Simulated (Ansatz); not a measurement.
# ClHOZn + H₂: a complex and its separated parts

Aim: how far the complex at one end of a reaction step lies below its separated, relaxed parts, level by level.

Computed with Ansatz 0.2.0, Gaussian basis. Level: PBE0-D4/def2-TZVP structures, single points in def2-TZVPP, no counterpoise correction.

Levels: SPW92, PBE-D4, BLYP-D4, r2SCAN-D4, B97M-V, PBE0-D4, B3LYP-D4, r2SCAN0-D4, BHLYP-D4, CAM-B3LYP-D4, wB97X-V, wB97M-V, B2PLYP, PBE-QIDH, RPA on PBE, Hartree-Fock, MP2, CCSD, CCSD(T).

Cores are frozen in the correlated methods. The 3s and 3p shells of Cu and Zn are frozen; filled d shells are correlated. B3LYP uses VWN-RPA correlation. B2PLYP carries no dispersion term here.

21 further runs of the same task are left out: 21 set aside as unsound or not needed.

**1. Starting geometry**

The complex: 6 atoms, charge 0, spin multiplicity 1.

Atoms are counted from 1 here; the program's logs count them from 0.

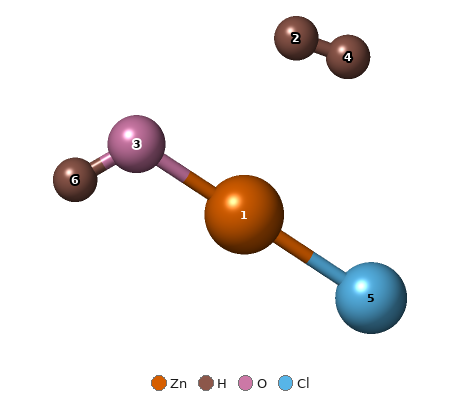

The starting geometry (zinc orange, hydrogen brown, oxygen pink, chlorine blue); atoms are numbered from 1 in the order of the file.

Coordinates:

```mol
ClH3OZn
  3D, bonds by distance, orders not assigned

  6  4  0  0  0  0  0  0  0  0999 V2000
    0.1872   -0.0302   -0.7956 Zn  0  0
   -0.5195    0.7072    1.5068 H   0  0
    0.2978   -1.4282    0.2884 O   0  0
   -0.6193    1.3809    1.1901 H   0  0
    0.0579    1.6159   -2.0761 Cl  0  0
    0.5961   -2.2457   -0.1137 H   0  0
  1  3  8  0
  1  5  8  0
  2  4  8  0
  3  6  8  0
M  END
```

Its parts: ClHOZn holds atoms 1, 3, 5, 6; H₂ holds atoms 2, 4. Each part counts its atoms afresh in its own runs.

**2. Relaxing ClHOZn alone**

relax-a/in.yaml

```yaml
crystal:
  periodic: [false, false, false]
  atoms:
    - {symbol: Zn, position_ang: [0.187187, -0.030180, -0.795601]}
    - {symbol: O, position_ang: [0.297763, -1.428162, 0.288434]}
    - {symbol: Cl, position_ang: [0.057904, 1.615901, -2.076145]}
    - {symbol: H, position_ang: [0.596077, -2.245682, -0.113678]}
basis:
  gaussian: {orbitals: def2-TZVP}
hamiltonian: {xc: pbe0, dispersion: d4}
relax: {f_tol: 0.005, max_steps: 200}
```

No record of the launch command was kept for these runs.

What it wrote, cut to the lines that bear on the results:

```text
Functional definition: PBE0
  name "PBE0"
  cite "Adamo & Barone, J. Chem. Phys. 110, 6158 (1999) doi:10.1063/1.478522"
  cite "Perdew, Burke & Ernzerhof, Phys. Rev. Lett. 77, 3865 (1996) doi:10.1103/PhysRevLett.77.3865"
  parent pbe
[...]
1004 factors; their error is unknown
[...]
mean field -62996.01597359 eV, -2315.0608867963 hartree, gradient 2.4e-5 eV, S^2 0.000000; 0 other end points of the search recorded, 0 dependent functions left out
[...]
reference -62996.01600392 eV, -2315.0608879106 hartree; 28, 28 occupied and 94, 94 virtual orbitals, 1004 factors
relax step   1: F+E_penalty+E_count = -62996.06475166 eV  Δ(F+E_penalty+E_count) = +0.000e0 eV  max|allowed force component| = 1.549e-1 eV/Å  Δτ_max = 0.0000 Å  (27 SCF iters, accepted)
[...]
relax step   4: F+E_penalty+E_count = -62996.06976740 eV  Δ(F+E_penalty+E_count) = -1.295e-5 eV  max|allowed force component| = 1.177e-2 eV/Å  Δτ_max = 0.0012 Å  (32 SCF iters, accepted)
[...]
relax step   5: F+E_penalty+E_count = -62996.06978221 eV  Δ(F+E_penalty+E_count) = -1.480e-5 eV  max|allowed force component| = 8.907e-4 eV/Å  Δτ_max = 0.0024 Å  (32 SCF iters, accepted)
1004 factors; their error is unknown
[...]
mean field -62996.02088817 eV, -2315.0610674037 hartree, gradient 4.4e-5 eV, S^2 0.000000; 1 other end points of the search recorded, 0 dependent functions left out
[...]
reference -62996.02091851 eV, -2315.0610685187 hartree; 28, 28 occupied and 94, 94 virtual orbitals, 1004 factors
Total energy: -62996.06981254 eV, -2315.0628653412 hartree
Atom 0 at     0.202774    -0.055549    -0.836165 Å, force     0.000045    -0.000324     0.000164 eV/Å
Atom 1 at     0.295059    -1.416000     0.286737 Å, force    -0.000179     0.000890    -0.000209 eV/Å
Atom 2 at     0.049731     1.628140    -2.053678 Å, force    -0.000024     0.000004     0.000100 eV/Å
Atom 3 at     0.591368    -2.244714    -0.093884 Å, force     0.000157    -0.000571    -0.000054 eV/Å
Dipole moment:     0.104705    -0.316687    -0.107639 e Å
```

Wall time 6 s (4 threads, shared host); peak memory 0.27 GiB.

Along the way:

```csv
step,energy from step 1 (eV),largest force component (eV/Å)
1,0.0000,0.1549
2,-0.0040,0.0732
3,-0.0050,0.0163
4,-0.0050,0.0118
5,-0.0050,0.0009
```

Distances of close pairs at the start and the end, largest changes first:

```csv
bond,before (Å),after (Å),change (Å)
Zn1–Cl3,2.090,2.083,-0.006
Zn1–O2,1.772,1.766,-0.006
O2–H4,0.959,0.959,+0.000
```

**3. Relaxing H₂ alone**

relax-b/in.yaml

```yaml
crystal:
  periodic: [false, false, false]
  atoms:
    - {symbol: H, position_ang: [-0.519488, 0.707174, 1.506797]}
    - {symbol: H, position_ang: [-0.619342, 1.380949, 1.190092]}
basis:
  gaussian: {orbitals: def2-TZVP}
hamiltonian: {xc: pbe0, dispersion: d4}
relax: {f_tol: 0.005, max_steps: 200}
```

What it wrote, cut to the lines that bear on the results:

```text
[... 5 set-up lines as earlier in the session ...]
[...]
88 factors; their error is unknown
[...]
mean field -31.78819600 eV, -1.1681946561 hartree, gradient 1.7e-5 eV, S^2 0.000000; 0 other end points of the search recorded, 0 dependent functions left out
[...]
reference -31.78821189 eV, -1.1681952403 hartree; 1, 1 occupied and 11, 11 virtual orbitals, 88 factors
relax step   1: F+E_penalty+E_count = -31.78980438 eV  Δ(F+E_penalty+E_count) = +0.000e0 eV  max|allowed force component| = 1.609e-1 eV/Å  Δτ_max = 0.0000 Å  (15 SCF iters, accepted)
[...]
relax step   2: F+E_penalty+E_count = -31.79025918 eV  Δ(F+E_penalty+E_count) = -4.548e-4 eV  max|allowed force component| = 2.586e-3 eV/Å  Δτ_max = 0.0025 Å  (18 SCF iters, accepted)
88 factors; their error is unknown
mean field -31.78865262 eV, -1.1682114366 hartree, gradient 8.1e-6 eV, S^2 0.000000; 1 other end points of the search recorded, 0 dependent functions left out
[...]
reference -31.78866848 eV, -1.1682120195 hartree; 1, 1 occupied and 11, 11 virtual orbitals, 88 factors
Total energy: -31.79027505 eV, -1.1682710597 hartree
Atom 0 at    -0.519818     0.709401     1.505750 Å, force    -0.000383     0.002586    -0.001215 eV/Å
Atom 1 at    -0.619012     1.378722     1.191139 Å, force     0.000383    -0.002586     0.001215 eV/Å
Dipole moment:     0.000000    -0.000000     0.000000 e Å
```

Run time: 0.15 s. Hardware: 4 threads, shared host.

The steps of the relaxation:

```csv
step,energy from step 1 (eV),largest force component (eV/Å)
1,0.0000,0.1609
2,-0.0005,0.0026
```

The bond:

```csv
bond,before (Å),after (Å),change (Å)
H1–H2,0.751,0.746,-0.005
```

**4. wB97M-V/def2-TZVPP**

parta/in.yaml

```yaml
crystal:
  periodic: [false, false, false]
  atoms:
    - {symbol: Zn, position_ang: [0.202774, -0.055549, -0.836165]}
    - {symbol: O, position_ang: [0.295059, -1.416000, 0.286737]}
    - {symbol: Cl, position_ang: [0.049731, 1.628140, -2.053678]}
    - {symbol: H, position_ang: [0.591368, -2.244714, -0.093884]}
basis:
  gaussian: {orbitals: def2-TZVPP}
hamiltonian: {xc: {name: wB97M-V}}
```

partb/in.yaml

```yaml
crystal:
  periodic: [false, false, false]
  atoms:
    - {symbol: H, position_ang: [-0.519818, 0.709401, 1.505750]}
    - {symbol: H, position_ang: [-0.619012, 1.378722, 1.191139]}
basis:
  gaussian: {orbitals: def2-TZVPP}
hamiltonian: {xc: {name: wB97M-V}}
```

Log of parta, cut to the lines that bear on the results:

```text
Functional definition: wB97M-V
  name "wB97M-V"
  cite "Mardirossian & Head-Gordon, J. Chem. Phys. 144, 214110 (2016) doi:10.1063/1.4952647"
  cite "Becke, J. Chem. Phys. 107, 8554 (1997) doi:10.1063/1.475007"
  cite "Vydrov & Van Voorhis, J. Chem. Phys. 133, 244103 (2010) doi:10.1063/1.3521275"
  # Of w^i u^j: cxij and so on, Table III.
[...]
  gx(w, u) = 1 - cx + cx01*u + cx10*w
  gss(w, u) = css00 + css04*u^4 + css10*w + css20*w^2 + css43*w^4*u^3
  gos(w, u) = cos00 + cos10*w + (cos20 + cos21*u)*w^2 + (cos60 + cos61*u)*w^6
[...]
      + integral(e_c_pw_mod_opposite_spin*gos(b97_w_opposite, b97_u_opposite)) + vv10(b, c)
1056 factors; their error is unknown
154 factors; integrals over basis functions are off by at most 3.7e-5 eV
[...]
mean field -63005.34410227 eV, -2315.4036892024 hartree, gradient 3.9e-5 eV, S^2 0.000000; 0 other end points of the search recorded, 0 dependent functions left out
reference -63005.34414976 eV, -2315.4036909476 hartree; 28, 28 occupied and 123, 123 virtual orbitals, 1056 factors
Total energy: -63005.34414976 eV, -2315.4036909476 hartree
```

Log of partb, cut to the lines that bear on the results:

```text
[... 5 set-up lines as earlier in the session ...]
  # Of w^i u^j: cxij and so on, Table III.
[...]
  gx(w, u) = 1 - cx + cx01*u + cx10*w
  gss(w, u) = css00 + css04*u^4 + css10*w + css20*w^2 + css43*w^4*u^3
  gos(w, u) = cos00 + cos10*w + (cos20 + cos21*u)*w^2 + (cos60 + cos61*u)*w^6
[...]
      + integral(e_c_pw_mod_opposite_spin*gos(b97_w_opposite, b97_u_opposite)) + vv10(b, c)
118 factors; their error is unknown
42 factors; integrals over basis functions are off by at most 3.0e-5 eV
[...]
mean field -31.60110916 eV, -1.1613193415 hartree, gradient 7.3e-6 eV, S^2 0.000000; 0 other end points of the search recorded, 0 dependent functions left out
reference -31.60113341 eV, -1.1613202330 hartree; 1, 1 occupied and 27, 27 virtual orbitals, 118 factors
Total energy: -31.60113341 eV, -1.1613202330 hartree
```

Wall times: 2.5 s (parta), 0.15 s (partb) on 4 threads, shared host; peak memory 0.44 GiB.

**5. CCSD(T)/def2-TZVPP**

parta/in.yaml: that of step 4 with these lines changed.

```diff
@@ -9,2 +9,2 @@
   gaussian: {orbitals: def2-TZVPP}
-hamiltonian: {xc: {name: wB97M-V}}
+correlation: {method: ccsd_t, frozen_orbitals: {Cl: 5, H: 0, O: 1, Zn: 9}}
```

partb/in.yaml: that of step 4 with these lines changed.

```diff
@@ -7,2 +7,2 @@
   gaussian: {orbitals: def2-TZVPP}
-hamiltonian: {xc: {name: wB97M-V}}
+correlation: {method: ccsd_t}
```

Log of parta, cut to the lines that bear on the results:

```text
Functional definition: HF
  name "HF"
  cite "Fock, Z. Phys. 61, 126 (1930) doi:10.1007/BF01340294"
[... 1 set-up line as earlier in the session ...]
[...]
984 factors; integrals over basis functions are off by at most 1.1e-3 eV
[...]
mean field -62936.46334719 eV, -2312.8723681422 hartree, gradient 3.2e-6 eV, S^2 0.000000; 0 other end points of the search recorded, 0 dependent functions left out
15 core orbitals not correlated: weight in the atoms' cores, before any rotation towards them, 1.000 or more for the frozen orbitals, at most 0.000 for the correlated occupied ones
reference -62936.46334719 eV, -2312.8723681422 hartree; 13, 13 occupied and 123, 123 virtual orbitals, 984 factors
second order -25.45627706 eV of doubles, -0.00000000 eV of singles
cycle   1  -23.82094226 eV  change     1.6e0 eV  update   1.2e-1
[...]
cycle  10  -24.59650638 eV  change   -1.4e-5 eV  update   1.5e-5
perturbative correction -0.84322599 eV, -0.0309879835 hartree
Total energy: -62961.90307956 eV, -2313.8072610630 hartree
```

Log of partb, cut to the lines that bear on the results:

```text
[... 4 set-up lines as earlier in the session ...]
[...]
145 factors; integrals over basis functions are off by at most 7.4e-4 eV
[...]
mean field -30.82769248 eV, -1.1328968027 hartree, gradient 4.3e-7 eV, S^2 0.000000; 0 other end points of the search recorded, 0 dependent functions left out
reference -30.82769248 eV, -1.1328968027 hartree; 1, 1 occupied and 27, 27 virtual orbitals, 145 factors
second order -0.86257780 eV of doubles, -0.00000000 eV of singles
cycle   1  -1.00723550 eV  change   -1.4e-1 eV  update   2.6e-2
[...]
cycle   7  -1.07308778 eV  change    6.8e-7 eV  update   4.1e-7
perturbative correction -0.00000000 eV, -0.0000000000 hartree
Total energy: -31.90078026 eV, -1.1723320514 hartree
```

They took 4.2 s (parta), 0.1 s (partb) on 4 threads, shared host; peak memory 0.73 GiB.

**6. Vibrations of ClHOZn**

vib-parta/in.yaml

```yaml
crystal:
  periodic: [false, false, false]
  atoms:
    - {symbol: Zn, position_ang: [0.202774, -0.055549, -0.836165]}
    - {symbol: O, position_ang: [0.295059, -1.416000, 0.286737]}
    - {symbol: Cl, position_ang: [0.049731, 1.628140, -2.053678]}
    - {symbol: H, position_ang: [0.591368, -2.244714, -0.093884]}
basis:
  gaussian: {orbitals: def2-TZVP}
hamiltonian: {xc: pbe0, dispersion: d4}
phonons: {temperatures: {t_min: 298.15, t_max: 900, t_step: 200}}
```

What it wrote, cut to the lines that bear on the results:

```text
[... 5 set-up lines as earlier in the session ...]
[...]
1004 factors; their error is unknown
[...]
mean field -62996.02088818 eV, -2315.0610674042 hartree, gradient 2.5e-5 eV, S^2 0.000000; 0 other end points of the search recorded, 0 dependent functions left out
[...]
reference -62996.02091852 eV, -2315.0610685191 hartree; 28, 28 occupied and 94, 94 virtual orbitals, 1004 factors
[... from here to the last solve, the lines of the solves are left out (15 solves) ...]
1004 factors; their error is unknown
mean field -62996.02087390 eV, -2315.0610668792 hartree, gradient 8.8e-7 eV, S^2 0.000000; 0 other end points of the search recorded, 0 dependent functions left out
[...]
reference -62996.02090423 eV, -2315.0610679940 hartree; 28, 28 occupied and 94, 94 virtual orbitals, 1004 factors
Total energy: -62996.06981255 eV, -2315.0628653415 hartree
Atom 0 at     0.202774    -0.055549    -0.836165 Å, force     0.000045    -0.000313     0.000152 eV/Å
Atom 1 at     0.295059    -1.416000     0.286737 Å, force    -0.000196     0.000936    -0.000185 eV/Å
Atom 2 at     0.049731     1.628140    -2.053678 Å, force    -0.000023    -0.000005     0.000108 eV/Å
Atom 3 at     0.591368    -2.244714    -0.093884 Å, force     0.000174    -0.000618    -0.000075 eV/Å
Dipole moment:     0.104705    -0.316687    -0.107638 e Å
Vibrations: 134.94 141.04 411.94 700.34 776.97 3909.44 cm⁻¹, zero-point energy 0.376582 eV
```

Wall time 13 s (4 threads, shared host); peak memory 0.27 GiB.

The modes, with what each moves most:

```csv
mode,wavenumber (cm⁻¹),character
1,135,bend
2,141,bend
3,412,Zn–Cl stretch
4,700,Zn–O stretch
5,777,bend
6,3909,O–H stretch
```

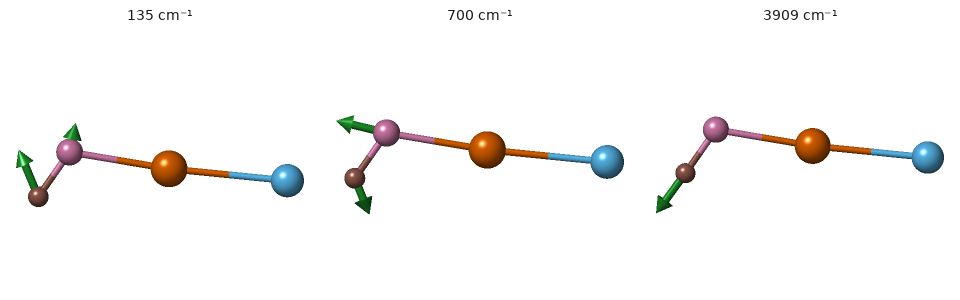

Displacements of 3 modes, as arrows.

Vibrational sums (real modes only):

```csv
T (K),entropy (J/mol/K),heat capacity (J/mol/K)
298,29.8,28.4
498,46.3,35.4
698,58.7,38.3
898,68.6,40.0
```

**7. Vibrations of H₂**

vib-partb/in.yaml

```yaml
crystal:
  periodic: [false, false, false]
  atoms:
    - {symbol: H, position_ang: [-0.519818, 0.709401, 1.505750]}
    - {symbol: H, position_ang: [-0.619012, 1.378722, 1.191139]}
basis:
  gaussian: {orbitals: def2-TZVP}
hamiltonian: {xc: pbe0, dispersion: d4}
phonons: {temperatures: {t_min: 298.15, t_max: 900, t_step: 200}}
```

What it wrote, cut to the lines that bear on the results:

```text
[... 5 set-up lines as earlier in the session ...]
[...]
88 factors; their error is unknown
[...]
mean field -31.78865262 eV, -1.1682114365 hartree, gradient 1.8e-5 eV, S^2 0.000000; 0 other end points of the search recorded, 0 dependent functions left out
[...]
reference -31.78866848 eV, -1.1682120195 hartree; 1, 1 occupied and 11, 11 virtual orbitals, 88 factors
[...]
88 factors; their error is unknown
mean field -31.78865260 eV, -1.1682114360 hartree, gradient 4.1e-7 eV, S^2 0.000000; 0 other end points of the search recorded, 0 dependent functions left out
[...]
reference -31.78866847 eV, -1.1682120190 hartree; 1, 1 occupied and 11, 11 virtual orbitals, 88 factors
[...]
88 factors; their error is unknown
[...]
mean field -31.78854726 eV, -1.1682075648 hartree, gradient 2.3e-7 eV, S^2 0.000000; 0 other end points of the search recorded, 0 dependent functions left out
[...]
reference -31.78856311 eV, -1.1682081472 hartree; 1, 1 occupied and 11, 11 virtual orbitals, 88 factors
[...]
88 factors; their error is unknown
mean field -31.78853229 eV, -1.1682070145 hartree, gradient 2.3e-7 eV, S^2 0.000000; 0 other end points of the search recorded, 0 dependent functions left out
[...]
reference -31.78854817 eV, -1.1682075981 hartree; 1, 1 occupied and 11, 11 virtual orbitals, 88 factors
Total energy: -31.79027504 eV, -1.1682710597 hartree
Atom 0 at    -0.519818     0.709401     1.505750 Å, force    -0.000386     0.002604    -0.001224 eV/Å
Atom 1 at    -0.619012     1.378722     1.191139 Å, force     0.000386    -0.002604     0.001224 eV/Å
Dipole moment:     0.000000    -0.000000     0.000000 e Å
Vibrations: 4413.94 cm⁻¹, zero-point energy 0.273630 eV
```

It took 0.2 s on 4 threads, shared host.

The modes, with what each moves most:

```csv
mode,wavenumber (cm⁻¹),character
1,4414,H–H stretch
```

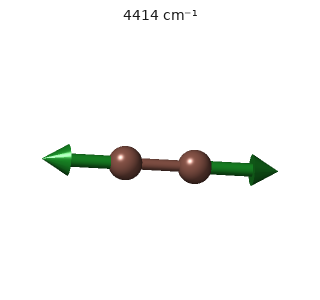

How the atoms move in 1 of the modes.

Vibrational sums (real modes only):

```csv
T (K),entropy (J/mol/K),heat capacity (J/mol/K)
298,0.0,0.0
498,0.0,0.0
698,0.0,0.1
898,0.1,0.4
```

**8. Complex less separated parts**

The complex's own energies come from single points at the same levels. Levels not printed above were run the same way.

Rows are in def2-TZVPP; times add the 3 runs of a level on a shared host, so small differences are noise.

Differences are taken before rounding.

```csv
method,rung,complex less parts (kcal/mol),from CCSD(T) (kcal/mol),time
SPW92,LDA,-4.04,-2.62,1.2 s
PBE-D4,GGA,-1.83,-0.40,1.6 s
BLYP-D4,GGA,-0.99,+0.43,1.8 s
r2SCAN-D4,meta-GGA,-2.06,-0.63,3.4 s
B97M-V,meta-GGA,-1.69,-0.27,6.2 s
PBE0-D4,hybrid,-1.95,-0.53,2.5 s
B3LYP-D4,hybrid,-1.42,0.00,2.2 s
r2SCAN0-D4,hybrid,-2.23,-0.81,3.9 s
BHLYP-D4,hybrid,-1.87,-0.45,2.2 s
CAM-B3LYP-D4,range-separated hybrid,-1.78,-0.36,2.6 s
wB97X-V,range-separated hybrid,-1.85,-0.43,5.6 s
wB97M-V,range-separated hybrid,-1.86,-0.43,5.9 s
B2PLYP,double hybrid,-0.88,+0.54,3.8 s
PBE-QIDH,double hybrid,-1.57,-0.15,3.9 s
RPA on PBE,RPA,-0.73,+0.69,3.3 s
Hartree-Fock,wavefunction,-0.33,+1.09,
MP2,wavefunction,-1.24,+0.19,
CCSD,wavefunction,-1.29,+0.13,
CCSD(T),wavefunction,-1.42,0,20 s
```

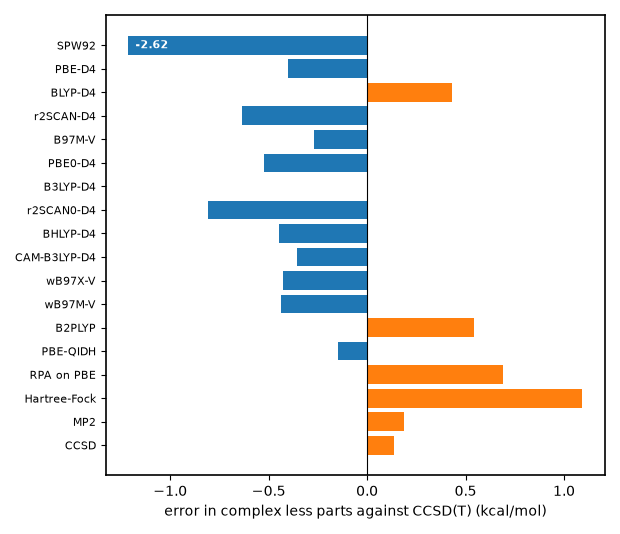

How far each level lands from CCSD(T). Bars with a number in them are cut short.

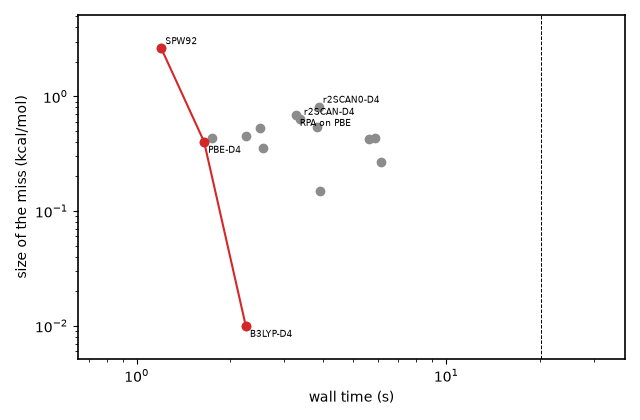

Miss against cost. Red marks the levels that no quicker level drawn beats (of those quicker than the yardstick), and the dashed line is the time of CCSD(T). Only those levels and the largest misses are named. Misses under 0.01 kcal/mol are drawn at that value. Times are from a shared host.

B3LYP-D4 reaches 0.00 kcal/mol from the reference in 2.2 s, where CCSD(T) took 20 s; the quickest level in the cost chart, SPW92, takes 1.2 s and misses by 2.62 kcal/mol.

The complex's zero-point energy, from a separate PBE0-D4 run, is 0.728 eV.

**9. Outcome**

```
                              quantity           value
complex less parts, CCSD(T)/def2-TZVPP  -1.42 kcal/mol
                with zero-point energy  +0.36 kcal/mol
                 largest T1 diagnostic           0.016
```

**Reading.** At CCSD(T) the complex lies 1.42 kcal/mol below its parts. The functionals run from B3LYP-D4, off by 0.00 kcal/mol, to SPW92, off by -2.62 kcal/mol, against CCSD(T). By rung, the mean size of the error is: LDA 2.62, GGA 0.42, meta-GGA 0.45, hybrid 0.45, range-separated hybrid 0.41, double hybrid 0.35 kcal/mol. PBE-D4 gives a relative energy 0.40 kcal/mol too low, an error of 28 % of the reference. No counterpoise was applied, and triple zeta lacks some correlation, so the CCSD(T) reference has a basis error of its own, and close matches with it are partly luck.
